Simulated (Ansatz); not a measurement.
```tsv
atom	x (Å)	y (Å)	z (Å)
N	-0.6896	0.5361	0.6282
Si	0.3752	-0.4231	-0.2427
F	1.6204	-0.7514	0.6670
F	-0.3575	-1.7607	-0.6423
Cl	1.1136	0.3610	-1.9640
H	-1.6419	0.6606	0.3277
H	-0.3591	1.3096	1.1805
```

Geometry: PBE0-D4/def2-TZVP.

Theory: RKS PBE0-D4/def2-TZVPP (Ansatz 0.2.0).

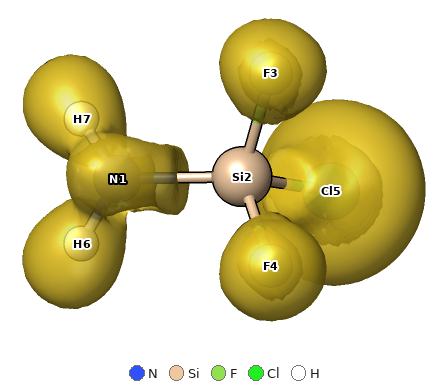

ClF2H2NSi. Isosurface of the electron localisation function at 0.8 (yellow), seen across its widest extent. Only the valence region is drawn (cores and ρ < 0.01 e/Å³ removed).

Question: What do the ELF domains correspond to?

Answer: At this value the surface marks out one region on Cl in which the atom's valence shell and bonds are merged, two regions wrapped around F (its lone pairs, merged into a ring or cap) and one joined region spread over several atoms (H, N), in which their bonds and any lone pairs are merged.

Values along the shortest contacts:
Si–F (1.58 Å): the ELF peaks at about 0.85 in the valence shell of F, 0.6 Å from its nucleus, and is about 0.55 at the midpoint. Si–N (1.68 Å): the ELF peaks at about 0.90 between the atoms: a shared but strongly polarised pair.
